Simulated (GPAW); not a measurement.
# Quasiparticle gap of AlH3 (R-3c) in GPAW

How does a plane-wave GW calculation on AlH3 (R-3c) run from the first input to the gap?

Program: GPAW 26.7.0. Level of theory: LDA and many-body steps on it, plane waves. Results are calculated unless marked as measured.

## (1) The structure

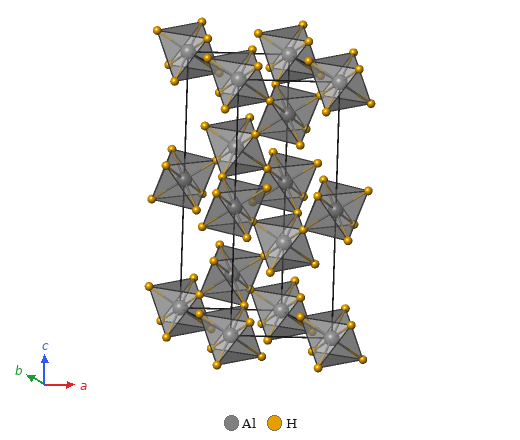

The starting structure, seen slightly off an axis (aluminium grey, hydrogen orange). This picture shows the conventional cell, with its axes. Some periodic images of atoms are drawn too.

As a file:

```cif
data_structure
_symmetry_space_group_name_H-M 'P 1'
_symmetry_Int_Tables_number 1
_cell_length_a 4.6989
_cell_length_b 4.6989
_cell_length_c 4.6989
_cell_angle_alpha 56.516
_cell_angle_beta 56.516
_cell_angle_gamma 56.516
_cell_volume 67.45
loop_
_atom_site_label
_atom_site_type_symbol
_atom_site_fract_x
_atom_site_fract_y
_atom_site_fract_z
_atom_site_occupancy
Al1 Al 0.00000 0.00000 0.00000 1
Al2 Al 0.50000 0.50000 0.50000 1
H3 H 0.87800 0.62200 0.25000 1
H4 H 0.25000 0.87800 0.62200 1
H5 H 0.62200 0.25000 0.87800 1
H6 H 0.12200 0.37800 0.75000 1
H7 H 0.75000 0.12200 0.37800 1
H8 H 0.37800 0.75000 0.12200 1
```

The cell and positions come from the Crystallography Open Database and are kept as given unless a step says otherwise.

## (2) Ground state

This step: GPAW 26.7.0; DFT, LDA, plane waves, PAW.

The ground-state density comes first.

The input, run.py:

```python
import json
import numpy as np
from gpaw.mpi import world
from ase import Atoms
from gpaw import GPAW, PW, FermiDirac

atoms = Atoms(['Al', 'Al', 'H', 'H', 'H', 'H', 'H', 'H'],
    cell=[[2.2246500000, 1.2844022764, 3.9345666667],
      [-2.2246500000, 1.2844022764, 3.9345666667],
      [0.0000000000, -2.5688045527, 3.9345666667]],
    scaled_positions=[[0.0000000000, 0.0000000000, 0.0000000000],
      [0.5000000000, 0.5000000000, 0.5000000000],
      [0.8780000000, 0.6220000000, 0.2500000000],
      [0.2500000000, 0.8780000000, 0.6220000000],
      [0.6220000000, 0.2500000000, 0.8780000000],
      [0.1220000000, 0.3780000000, 0.7500000000],
      [0.7500000000, 0.1220000000, 0.3780000000],
      [0.3780000000, 0.7500000000, 0.1220000000]],
    pbc=(True, True, True))
calc = GPAW(mode=PW(600),
    xc='LDA',
    kpts={'size': (6, 6, 6), 'gamma': True},
    occupations=FermiDirac(0.001),
    nbands=-10,
    convergence={'density': 1e-6, 'bands': -3},
    maxiter=100,
    txt='gs.txt')
atoms.calc = calc
res = {'energy': atoms.get_potential_energy()}
kpts = calc.get_ibz_k_points()
res['kpts'] = kpts
res['eigenvalues'] = [calc.get_eigenvalues(kpt=k) for k in range(len(kpts))]
res['n_electrons'] = calc.get_number_of_electrons()
calc.write('gs.gpw')

if world.rank == 0:
    with open('result.json', 'w') as f:
        json.dump(res, f, default=lambda x: x.tolist())
```

Started as:

```
mpirun -n 4 gpaw python run.py
```

Numbers of over 12 decimals in the logs are rounded to 6 here.

Log:

```text
__  _  _
 | _ |_)|_||  |
 |__||  | ||/\| - 26.7.0

Input parameters:
  mode=PW(ecut=600.0),
  convergence={'density': 1e-06, 'bands': -3},
  kpts=MonkhorstPack(size=(6, 6, 6), gamma=True),
  maxiter=100,
  nbands=-10,
  occupations=Occupations(name='fermi-dirac', width=0.001, fixmagmom=False),
  xc=XC(name='LDA')
  [... matrices ...]
Diagonalizing LCAO Hamiltonian
Converting LCAO to pw mode

        H     H
             H
          HAl
               H
         H

           Al

Atoms  # Å, Bohr magnetons
|   | symbol |         x |         y |        z |    initial magnetic moments |
| 0 |     Al |  0.000000 |  0.000000 | 0.000000 | ( 0.0000,  0.0000,  0.0000) |
| 1 |     Al |  0.000000 |  0.000000 | 5.901850 | ( 0.0000,  0.0000,  0.0000) |
| 2 |      H |  0.569510 |  1.284402 | 6.885492 | ( 0.0000,  0.0000,  0.0000) |
| 3 |      H | -1.397080 | -0.148991 | 6.885492 | ( 0.0000,  0.0000,  0.0000) |
| 4 |      H |  0.827570 | -1.135412 | 6.885492 | ( 0.0000,  0.0000,  0.0000) |
| 5 |      H | -0.569510 | -1.284402 | 4.918208 | ( 0.0000,  0.0000,  0.0000) |
| 6 |      H |  1.397080 |  0.148991 | 4.918208 | ( 0.0000,  0.0000,  0.0000) |
| 7 |      H | -0.827570 |  1.135412 | 4.918208 | ( 0.0000,  0.0000,  0.0000) |

Unit cell  # Å
| periodic |         x |         y |        z |  lengths |    angles |
|      yes |  2.224650 |  1.284402 | 3.934567 | 4.698890 | 56.515856 |
|      yes | -2.224650 |  1.284402 | 3.934567 | 4.698890 | 56.515856 |
|      yes |  0.000000 | -2.568805 | 3.934567 | 4.698890 | 56.515856 |

Number of symmetries: 6
Symmetry operations  # r_c * U_cc + t_c -> r_c
|   | kind |            matrix            |
| 0 |  E   |  1, 0, 0,  0, 1, 0,  0, 0, 1 |
| 1 |  C3  |  0, 1, 0,  0, 0, 1,  1, 0, 0 |
| 2 |  C3  |  0, 0, 1,  1, 0, 0,  0, 1, 0 |
| 3 |  S6  |  0, 0,-1, -1, 0, 0,  0,-1, 0 |
| 4 |  S6  |  0,-1, 0,  0, 0,-1, -1, 0, 0 |
| 5 |  i   | -1, 0, 0,  0,-1, 0,  0, 0,-1 |

BZ-sampling:
  Number of BZ points: 216
  Number of IBZ points: 40

  Monkhorst-Pack size: [6, 6, 6]
  Monkhorst-Pack shift: [0.083333, 0.083333, 0.083333]

K-points  # in reciprocal-cell coordinates
|     |                                coordinates |     weight |
|   0 | (  0.00000000,   0.00000000,   0.00000000) | 0.00462963 |
|   1 | (  0.16666667,   0.00000000,  -0.16666667) | 0.02777778 |
|   2 | (  0.16666667,   0.00000000,   0.00000000) | 0.02777778 |
|   3 | (  0.16666667,   0.16666667,  -0.16666667) | 0.02777778 |
|   4 | (  0.16666667,   0.16666667,   0.00000000) | 0.02777778 |
|   5 | (  0.16666667,   0.16666667,   0.16666667) | 0.00925926 |
|   6 | (  0.33333333,  -0.16666667,  -0.33333333) | 0.02777778 |
|   7 | (  0.33333333,  -0.16666667,  -0.16666667) | 0.02777778 |
|   8 | (  0.33333333,  -0.16666667,   0.00000000) | 0.02777778 |
|   9 | (  0.33333333,  -0.16666667,   0.16666667) | 0.02777778 |
| ... |                                            |            |
|  39 | (  0.50000000,   0.50000000,   0.50000000) | 0.00462963 |

Plane wave coefficients: 2270
Cutoff: 600.0 eV

Spin-components: 1 (collinear spins)
Bands:           16
Projectors:      28
Spin-degeneracy: 2
Datatype:        complex128

  Storage: CPU
  Wave functions: 23_193_600 bytes (5_798_400 per core)
  Projectors: 36_240_000 bytes (9_060_000 per core)
  [... matrices ...]
Parallelization:
  kpt:    4
  domain: 1
  band:   1

Density:
  Valence electrons: 12.0
  Components: 1
  Grid points: [27 27 27]
  Charge: 0.0  # |e|

Potential:
  Grid points: [27 27 27]

species:
  Al:
    name:    Aluminium
    Z:       13.0
    valence: 3
    core:    10
    charge:  0.0  # [|e|]
    compensation charges:
      type: gauss
      rc: 0.34  # [Å]
      lmax: 2
    cutoffs:
      filter: 1.91  # [Å]
      core: 2.36  # [Å]
    projectors
    | kind |    occ | energy [eV] | rcut [Å] |
    |   3s |  2.000 |      -7.830 |    1.085 |
    |   3p |  1.000 |      -2.783 |    1.085 |
    |    s |        |      19.382 |    1.085 |
    |    p |        |      24.428 |    1.085 |
    |    d |        |       0.000 |    1.085 |

    Using partial waves for Al as LCAO basis

  H:
    name:    Hydrogen
    Z:       1.0
    valence: 1
    core:    0
    charge:  0.0  # [|e|]
    compensation charges:
      type: gauss
      rc: 0.15  # [Å]
      lmax: 2
    cutoffs:
      filter: 0.85  # [Å]
      core: 0.53  # [Å]
    projectors
    | kind |    occ | energy [eV] | rcut [Å] |
    |   1s |  1.000 |      -6.353 |    0.476 |
    |    s |        |      20.858 |    0.476 |
    |    p |        |       0.000 |    0.476 |

    Using partial waves for H as LCAO basis

Reference energy: -13229.616365  # eV

eigensolver:
  PPCG
  Converge bands: -3
  niter=2

density mixing:
  MSR1-Mixer
  Pratt-step length: 0.05
  Maximum mixing coefficient: 0.75
  Old densities: 10
  SVD Regularization: 0.005
  Good broyden scale: 1.0
  Trust region scale: 1.0
  Backstep threshold: 4.0
  History deletion threshold: 6.0
  Fourier metric: weight=20.0, sigma=0.015

occupation numbers:
  Fermi-Dirac:
    width: 0.0010  # eV

poisson solver:
  ecut: 4800.0  # eV

xc functional:
  name: None

Initialization done in: 1.185 s

convergence criteria:
- Maximum integral of absolute [dens]ity change: 1e-06 electrons / valence electron
- Maximum [total energy] change in last 3 cyles: 0.0005 eV / valence electron
- Maximum integral of absolute [eigenst]ate change: 4e-08 eV^2 / valence electron
maximum number of iterations: 100

SCF iterations
|iter     |     time |      energy | eigst |  dens |
|iter:   1|  |  -30.862497 | +1.38 |       |
|iter:   2|  |  -30.699250 | +0.08 | -0.52 |
|iter:   3|  |  -29.497880 | -1.20 | -0.54 |
|iter:   4|  |  -29.454563 | -2.38 | -1.22 |
|iter:   5|  |  -29.454317 | -3.78 | -2.12 |
|iter:   6|  |  -29.454344c| -5.22 | -2.71 |
|iter:   7|  |  -29.454346c| -6.28 | -3.28 |
|iter:   8|  |  -29.454346c| -7.19 | -4.72 |
|iter:   9|  |  -29.454346c| -8.01c| -5.30 |
|iter:  10|  |  -29.454346c| -8.43c| -6.14c|

Converged in 10 steps
SCF loop duration: 7.308 s (0.731 s/step)
Energy contributions relative to reference atoms: (reference = -13229.616365)
  [... matrices ...]
Energy contributions:
  Kinetic:          27.568054
  Coulomb:         -26.328682
  Zero:             -0.012456
  External:          0.000000
  Xc:              -30.681261
  Entropy:          -0.000000
  Spinorbit:         0.000000
  ----------------------------
  Free energy:     -29.454346
  Extrapolated:    -29.454346

dipole moment: (0.000000, -0.000000, -20.241900)  # |e|*Ang

Fermi level: 1.215
Eigenvalues  # (at kpt = [0.000, 0.000, 0.000])
| band index |      eig [eV] | occ [0-2] |
|          0 |        -8.278 |     2.000 |
|          1 |        -1.881 |     2.000 |
|          2 |        -1.227 |     2.000 |
|          3 |        -1.227 |     2.000 |
|          4 |         0.511 |     2.000 |
|          5 |         0.511 |     2.000 |
|          6 |         2.518 |     0.000 |
|          7 |         6.178 |     0.000 |
|          8 |         6.252 |     0.000 |
|          9 |         6.252 |     0.000 |
|         10 |         7.346 |     0.000 |
|         11 |         7.346 |     0.000 |
|         12 |         7.429 |     0.000 |
|         13 |         9.497 |     0.000 |
|        ... |               |           |
|         15 |        18.414 |     0.000 |

Gap: 1.956 eV
Transition (v -> c):
  (s=0, k=25, n=5, [0.50, 0.00, 0.33]) -> (s=0, k=0, n=6, [0.00, 0.00, 0.00])
Direct/indirect transitions are different
Direct gap: 2.007 eV
Transition at: (s=0, k=0, n=5, [0.00, 0.00, 0.00])
# Writing to gs.gpw (mode='')
  [... matrices ...]
```

Wall time 10 s (4 MPI ranks of Arm Neoverse V1, shared host); peak memory 0.8 GiB.

Numbers from this step:

```yaml
total_energy: -29.45 eV
gap: 1.956 eV
k_of_the_valence_top: 0.5, 0, 0.3333
k_of_the_conduction_bottom: 0, 0, 0
least_direct_gap: 2.007 eV
```

The gap is indirect, with the least direct gap 0.05 eV higher.

## (3) Bands along the symmetry lines

The cheap functional maps the bands first; the places of the edges decide which points the dearer methods must see.

The input, run.py:

```python
import json
import numpy as np
from gpaw.mpi import world
from gpaw import GPAW

path = [[0.000000, 0.000000, 0.000000],
    [0.062500, 0.062500, 0.062500],
    [0.125000, 0.125000, 0.125000],
    [0.187500, 0.187500, 0.187500],
    [0.250000, 0.250000, 0.250000],
    [0.312500, 0.312500, 0.312500],
    [0.375000, 0.375000, 0.375000],
    [0.437500, 0.437500, 0.437500],
    [0.500000, 0.500000, 0.500000],
    [0.532786, 0.467214, 0.500000],
    [0.565573, 0.434427, 0.500000],
    [0.598359, 0.401641, 0.500000],
    [0.631146, 0.368854, 0.500000],
    [0.663932, 0.336068, 0.500000],
    [0.696718, 0.303282, 0.500000],
    [0.729505, 0.270495, 0.500000],
    [0.762291, 0.237709, 0.500000],
    [0.500000, -0.237709, 0.237709],
    [0.500000, -0.207995, 0.207995],
    [0.500000, -0.178282, 0.178282],
    [0.500000, -0.148568, 0.148568],
    [0.500000, -0.118854, 0.118854],
    [0.500000, -0.089141, 0.089141],
    [0.500000, -0.059427, 0.059427],
    [0.500000, -0.029714, 0.029714],
    [0.500000, 0.000000, 0.000000],
    [0.437500, 0.000000, 0.000000],
    [0.375000, 0.000000, 0.000000],
    [0.312500, 0.000000, 0.000000],
    [0.250000, 0.000000, 0.000000],
    [0.187500, 0.000000, 0.000000],
    [0.125000, 0.000000, 0.000000],
    [0.062500, 0.000000, 0.000000],
    [0.000000, 0.000000, 0.000000],
    [0.046107, -0.046107, 0.000000],
    [0.092214, -0.092214, 0.000000],
    [0.138320, -0.138320, 0.000000],
    [0.184427, -0.184427, 0.000000],
    [0.230534, -0.230534, 0.000000],
    [0.276641, -0.276641, 0.000000],
    [0.322748, -0.322748, 0.000000],
    [0.368854, -0.368854, -0.000000],
    [0.631146, 0.000000, 0.368854],
    [0.614752, 0.000000, 0.385248],
    [0.598359, 0.000000, 0.401641],
    [0.581966, 0.000000, 0.418034],
    [0.565573, 0.000000, 0.434427],
    [0.549180, 0.000000, 0.450820],
    [0.532786, 0.000000, 0.467214],
    [0.516393, 0.000000, 0.483607],
    [0.500000, 0.000000, 0.500000],
    [0.437500, 0.000000, 0.437500],
    [0.375000, 0.000000, 0.375000],
    [0.312500, 0.000000, 0.312500],
    [0.250000, 0.000000, 0.250000],
    [0.187500, 0.000000, 0.187500],
    [0.125000, 0.000000, 0.125000],
    [0.062500, 0.000000, 0.062500],
    [0.000000, 0.000000, 0.000000]]
calc = GPAW('gs.gpw').fixed_density(kpts=path,
    symmetry='off',
    nbands=16,
    convergence={'bands': 12},
    txt='bands.txt')
res = {}
kpts = calc.get_ibz_k_points()
res['kpts'] = kpts
res['eigenvalues'] = [calc.get_eigenvalues(kpt=k) for k in range(len(kpts))]
res['n_electrons'] = calc.get_number_of_electrons()

if world.rank == 0:
    with open('result.json', 'w') as f:
        json.dump(res, f, default=lambda x: x.tolist())
```

Started as:

```
mpirun -n 4 gpaw python run.py
```

Log:

```text
Diagonalizing LCAO Hamiltonian
Converting LCAO to pw mode
convergence criteria:
- Maximum integral of absolute [eigenst]ate change: 4e-08 eV^2 / valence electron
maximum number of iterations: 100

SCF iterations
|iter     |     time |      energy | eigst |  dens |
|iter:   1|  |             | +1.21 |       |
|iter:   2|  |             | +0.06 |       |
|iter:   3|  |             | -1.26 |       |
|iter:   4|  |             | -3.01 |       |
|iter:   5|  |             | -4.91 |       |
|iter:   6|  |             | -6.08 |       |
|iter:   7|  |             | -7.21 |       |
|iter:   8|  |             | -7.98c|       |
SCF steps: 8
  __  _  _
 | _ |_)|_||  |
 |__||  | ||/\| - 26.7.0

Input parameters:
  mode=PW(ecut=600.0),
  convergence={'bands': 12},
  gpts=array([27, 27, 27]),
  kpts=KPoints(kpts=array([[ 0.      ,  0.      ,  0.      ],
         [ 0.0625  ,  0.0625  ,  0.0625  ],
         [ 0.125   ,  0.125   ,  0.125   ],
         [ 0.1875  ,  0.1875  ,  0.1875  ],
[...]
[ 0.532786,  0.467214,  0.5     ],
         [ 0.565573,  0.434427,  0.5     ],
         [ 0.598359,  0.401641,  0.5     ],
[...]
[ 0.5     , -0.237709,  0.237709],
         [ 0.5     , -0.207995,  0.207995],
         [ 0.5     , -0.178282,  0.178282],
[...]
[ 0.5     , -0.059427,  0.059427],
         [ 0.5     , -0.029714,  0.029714],
[...]
[ 0.322748, -0.322748,  0.      ],
         [ 0.368854, -0.368854, -0.      ],
         [ 0.631146,  0.      ,  0.368854],
         [ 0.614752,  0.      ,  0.385248],
         [ 0.598359,  0.      ,  0.401641],
         [ 0.581966,  0.      ,  0.418034],
         [ 0.565573,  0.      ,  0.434427],
[...]
[ 0.532786,  0.      ,  0.467214],
         [ 0.516393,  0.      ,  0.483607],
[...]
[ 0.125   ,  0.      ,  0.125   ],
         [ 0.0625  ,  0.      ,  0.0625  ],
         [ 0.      ,  0.      ,  0.      ]])),
  maxiter=100,
  nbands=16,
  occupations=Occupations(name='fermi-dirac', width=0.001, fixmagmom=False),
  parallel={},
  symmetry=Symmetry(point_group=False, time_reversal=False),
  xc=XC(name='LDA')
  [... matrices ...]
timing:  # [seconds]
  Total: 0.025  # ━━━━━━━━━━━━━━━━━━━━━━━━━━━━━━━━━━━━━━━━━━━━━━━━━━━━━━━━━━━
```

Run time: 11 s. Hardware: 4 MPI ranks; peak memory 0.85 GiB; 43 s of CPU time.

Numbers from this step:

```yaml
gap: 1.943 eV
k_of_the_valence_top: 0.582, 0, 0.418
k_of_the_conduction_bottom: 0, 0, 0
least_direct_gap: 2.007 eV
```

The gap is 1.943 eV, −0.013 eV from the run before at this level.

The electronic bands at the labelled points (eV, zero at the top of the highest filled band; v1 is the highest filled band, c1 the lowest empty one):

| point | v4 | v3 | v2 | v1 | c1 | c2 | c3 | c4 |
| --- | --- | --- | --- | --- | --- | --- | --- | --- |
| Γ | -1.80 | -1.80 | -0.06 | -0.06 | 1.94 | 5.60 | 5.68 | 5.68 |
| T | -1.29 | -1.29 | -1.29 | -1.29 | 4.53 | 4.53 | 8.16 | 8.16 |
| H2 | -4.05 | -4.05 | -0.72 | -0.72 | 5.64 | 5.64 | 8.12 | 8.12 |
| jump to H0 | -4.05 | -4.05 | -0.72 | -0.72 | 5.64 | 5.64 | 8.12 | 8.12 |
| L | -1.75 | -1.75 | -1.41 | -1.41 | 3.66 | 3.66 | 7.41 | 7.41 |
| Γ | -1.80 | -1.80 | -0.06 | -0.06 | 1.94 | 5.60 | 5.68 | 5.68 |
| S0 | -4.29 | -2.86 | -2.17 | -0.12 | 5.88 | 6.08 | 6.52 | 8.41 |
| jump to S2 | -4.29 | -2.86 | -2.17 | -0.12 | 5.88 | 6.08 | 6.52 | 8.41 |
| F | -3.76 | -3.25 | -3.11 | -0.07 | 5.29 | 7.32 | 7.55 | 7.65 |
| Γ | -1.80 | -1.80 | -0.06 | -0.06 | 1.94 | 5.60 | 5.68 | 5.68 |

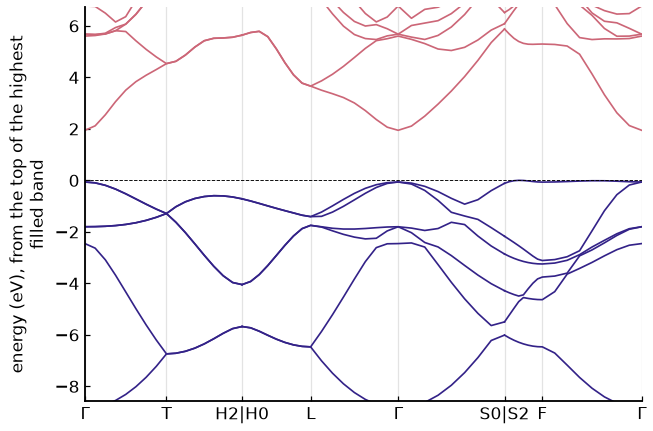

Electronic bands along the path; lines of filled and empty bands in two colours.

## (4) Empty states on the mesh, 4×4×4 mesh, 237 bands

The sums over transitions need many empty states on a uniform mesh; this step solves for them.

The input, run.py:

```python
import json
import numpy as np
from gpaw.mpi import world
from gpaw import GPAW

calc = GPAW('gs.gpw').fixed_density(kpts={'size': (4, 4, 4), 'gamma': True},
    parallel={'domain': 1, 'band': 1},
    txt='nscf.txt')
calc.diagonalize_full_hamiltonian(nbands=237)
calc.write('full.gpw', mode='all')
res = {}
kpts = calc.get_ibz_k_points()
res['kpts'] = kpts
res['eigenvalues'] = [calc.get_eigenvalues(kpt=k) for k in range(len(kpts))]
res['n_electrons'] = calc.get_number_of_electrons()

if world.rank == 0:
    with open('result.json', 'w') as f:
        json.dump(res, f, default=lambda x: x.tolist())
```

Started as:

```
mpirun -n 4 gpaw python run.py
```

Log:

```text
Diagonalizing LCAO Hamiltonian
Converting LCAO to pw mode
convergence criteria:
- Maximum integral of absolute [eigenst]ate change: 4e-08 eV^2 / valence electron
maximum number of iterations: 100

SCF iterations
|iter     |     time |      energy | eigst |  dens |
|iter:   1|  |             | +1.40 |       |
|iter:   2|  |             | +0.17 |       |
|iter:   3|  |             | -1.23 |       |
[...]
|iter:   7|  |             | -6.31 |       |
|iter:   8|  |             | -7.13 |       |
|iter:   9|  |             | -8.07c|       |
SCF steps: 9
  __  _  _
 | _ |_)|_||  |
 |__||  | ||/\| - 26.7.0

Input parameters:
  mode=PW(ecut=600.0),
  convergence={'density': 1e-06, 'bands': -3},
  gpts=array([27, 27, 27]),
  kpts=MonkhorstPack(size=(4, 4, 4), gamma=True),
  maxiter=100,
  nbands=16,
  occupations=Occupations(name='fermi-dirac', width=0.001, fixmagmom=False),
  parallel={'domain': 1, 'band': 1},
  xc=XC(name='LDA')
Matrix size: 2265x2265
# Writing to full.gpw (mode='all')
  [... matrices ...]

timing:  # [seconds]
  Total: 50.669  # ━━━━━━━━━━━━━━━━━━━━━━━━━━━━━━━━━━━━━━━━━━━━━━━━━━━━━━━━━━
```

Elapsed: 56 s, on 4 MPI ranks; peak memory 2.4 GiB; 3.7 min of CPU time.

This step gave:

```
gap                                                           : 1.959 eV
k of the valence top                                          : 0.25, 0.25, 0
k of the conduction bottom                                    : 0, 0, 0
least direct gap                                              : 2.007 eV
k points computed                                             : 14
lowest point of the top converged band, above the valence top : 123.1865 eV
```

On this mesh the gap is 1.959 eV.

(Part 1 of 2 ends here.)

[Paths, hosts, dates, memory and timing lines, banners, echoed tables and standing remarks are left out of the program output.]

[Logs are printed without paths, hosts, clocks, repeated set-up lines and the standing remarks that a program may print on its own settings, such as how far it seeks lower states.]

[Runs of the session that timed out or met a known fault of the program may be left out.]

[Hosts, paths, dates, database ids (printed as entryN), source tags and the programs' standing remarks are cut or masked in the printed files.]
